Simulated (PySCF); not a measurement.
# One shape, several levels: SiNH5 (SMILES [H][Si]([H])([H])N)

Aim: a comparison of 6 runs (UPBE0/STO-3G, wB97X-V/STO-3G, UMP2/STO-3G, CCSDT(Q)/STO-3G, QCISD(T)/STO-3G, UCCSD(T)/STO-3G) of SiNH5. Input form: a Python script.

The calculation is run with PySCF 2.14.0.

6 further runs of the same task are left out: 6 set aside as unsound or not needed.

## 1. The structure to begin with

SiNH5 has 7 atoms, charge 0, and is taken as a singlet. SMILES: `[H][Si]([H])([H])N`. The N2–H4 distance was set to 1.511 Å, away from the relaxed value. At this shape a bond of the SMILES string is far longer than usual.

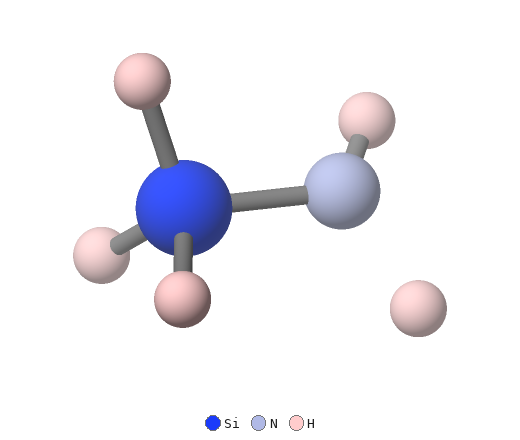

Viewed from a chosen angle; silicon blue, nitrogen light blue, hydrogen pink.

## 2. The energy at UPBE0/STO-3G (run 1)

Input file calc.py:

```python
from pyscf import gto, dft

molecule = gto.Mole()
molecule.atom = [
    ('Si', (0.426490, -0.061978, -0.941647)),
    ('N', (0.517840, 0.114332, 0.769903)),
    ('H', (1.134860, -0.492548, 1.285133)),
    ('H', (-0.763660, 0.307400, 1.545850)),
    ('H', (1.814930, -0.074278, -1.394197)),
    ('H', (-0.320740, 1.104992, -1.404757)),
    ('H', (-0.246640, -1.284068, -1.412227)),
]
molecule.basis = 'sto-3g'
molecule.max_memory = 1860
molecule.verbose = 3
molecule.charge = 0
molecule.build()

ks = dft.UKS(molecule)
ks.xc = 'pbe0'
ks.grids.level = 5
ks.conv_tol = 1e-10
ks.kernel()
if not ks.converged:
    ks = ks.newton().run(ks.mo_coeff, ks.mo_occ)
for _ in range(3):
    mo, _, stable, _ = ks.stability(return_status=True)
    if stable:
        break
    ks.kernel(ks.make_rdm1(mo, ks.mo_occ))

e_final = ks.e_tot
print(f'total energy: {e_final:.8f} hartree')
```

Started as:

```sh
$ OMP_NUM_THREADS=1 python calc.py
```

What it wrote:

```text
converged SCF energy = -342.870511768476  <S^2> = 1.0475887e-10  2S+1 = 1
<class 'pyscf.dft.uks.UKS'> wavefunction is stable in the internal stability analysis
total energy: -342.87051177 hartree
```

Wall time 12 s (1 thread of Arm Neoverse V2, shared host); peak memory 0.41 GiB.

## 3. A single-point energy at wB97X-V/STO-3G (run 2)

Input file calc.py:

```python
from pyscf import gto, dft

mol = gto.M(
    atom='''
Si   0.426490  -0.061978  -0.941647
N    0.517840   0.114332   0.769903
H    1.134860  -0.492548   1.285133
H   -0.763660   0.307400   1.545850
H    1.814930  -0.074278  -1.394197
H   -0.320740   1.104992  -1.404757
H   -0.246640  -1.284068  -1.412227
''',
    basis='sto-3g',
    charge=0,
    verbose=3,
    max_memory=1860,
)

ks = dft.RKS(mol)
ks.xc = 'wb97x-v'
ks.grids.level = 5
ks.conv_tol = 1e-10
ks.nlcgrids.level = 1
ks.kernel()
if not ks.converged:
    ks = ks.newton().run(ks.mo_coeff, ks.mo_occ)

e_final = ks.e_tot
print(f'total energy: {e_final:.8f} hartree')
```

Started as:

```sh
$ OMP_NUM_THREADS=1 python calc.py
```

What it wrote:

```text
converged SCF energy = -342.99595335158
total energy: -342.99595335 hartree
```

Wall time 23 s (1 thread of Arm Neoverse V2, shared host); peak memory 0.2 GiB.

Runs 3 to 5 aren't shown in full; the table further down has their settings and results.

## 4. The energy at UCCSD(T)/STO-3G (run 6)

Input file input.py:

```python
from pyscf import gto, cc

mol = gto.Mole()
mol.atom = '''
Si     0.805949    -0.117121    -1.779455
N      0.978576     0.216056     1.454906
H      2.144575    -0.930781     2.428549
H     -1.443108     0.580902     2.921233
H      3.429721    -0.140365    -2.634650
H     -0.606111     2.088132    -2.654606
H     -0.466082    -2.426537    -2.668722
'''
mol.charge = 0
mol.verbose = 3
mol.unit = 'bohr'
mol.basis = 'sto-3g'
mol.max_memory = 1860
mol.build()

mf = mol.UHF()
mf.conv_tol = 1e-10
mf.kernel()
if not mf.converged:
    mf = mf.newton().run(mf.mo_coeff, mf.mo_occ)
for _ in range(3):
    mo, _, stable, _ = mf.stability(return_status=True)
    if stable:
        break
    mf.kernel(mf.make_rdm1(mo, mf.mo_occ))

mycc = cc.CCSD(mf, frozen=6)
mycc.kernel()
e_t = mycc.ccsd_t()
etot = mycc.e_tot + e_t
print('E = %.10f Eh' % etot)
```

Started as:

```sh
$ OMP_NUM_THREADS=1 python input.py
```

What it wrote:

```text
converged SCF energy = -342.126261489011  <S^2> = 2.6639846e-10  2S+1 = 1
<class 'pyscf.scf.uhf.UHF'> wavefunction has an internal instability
converged SCF energy = -342.129210086596  <S^2> = 0.23674186  2S+1 = 1.3953377
<class 'pyscf.scf.uhf.UHF'> wavefunction is stable in the internal stability analysis
E(UCCSD) = -342.2777085410859  E_corr = -0.1484984544900241
UCCSD(T) correction = -0.00146816105577136
E = -342.2791767021 Eh
```

Wall time 0.82 s (1 thread of Arm Neoverse V2, shared host); peak memory 0.12 GiB.

## 5. The series

```
run            level  follow instability  nlc grid  energy (Eh)  dipole moment (D) of the reference  HOMO energy (eV)  LUMO energy (eV)  wall time
  1     UPBE0/STO-3G                 yes         –  -342.870512                                1.01             -3.34              3.40       12 s
  2   wB97X-V/STO-3G                   –         1  -342.995953                                1.01             -5.89              5.94       23 s
  3      UMP2/STO-3G                 yes         –  -342.220919                                1.12             -7.56              8.93     0.68 s
  4  CCSDT(Q)/STO-3G                   –         –  -342.279888                                1.07             -7.90              8.61      1.4 s
  5  QCISD(T)/STO-3G                   –         –  -342.279355                                1.07             -7.90              8.61      0.6 s
  6  UCCSD(T)/STO-3G                 yes         –  -342.279177                                1.12             -7.56              8.93     0.82 s
```

## 6. Summary of results

```
                                          quantity          value
                               run 6: total energy  -342.27918 Eh
       run 6: dipole moment (Hartree–Fock density)         1.12 D
        run 6: HOMO energy (Hartree–Fock orbitals)       -7.56 eV
        run 6: LUMO energy (Hartree–Fock orbitals)        8.93 eV
      run 6: HOMO–LUMO gap (Hartree–Fock orbitals)       16.48 eV
run 6: correlation energy (6 core orbitals frozen)     -150.0 mEh
                             run 6: (T) correction      -1.47 mEh
          run 6: ⟨S²⟩ of the reference determinant          0.237
                              run 6: T1 diagnostic          0.052
```

Totals of different functionals can't be ranked against each other. In runs 1, 2, 3, 4, 5, 6 the basis is minimal, so the values are rough. Spin contamination of the reference: run 3 ⟨S²⟩ = 0.24, run 6 ⟨S²⟩ = 0.24. All runs together took 38 s, the longest 23 s.
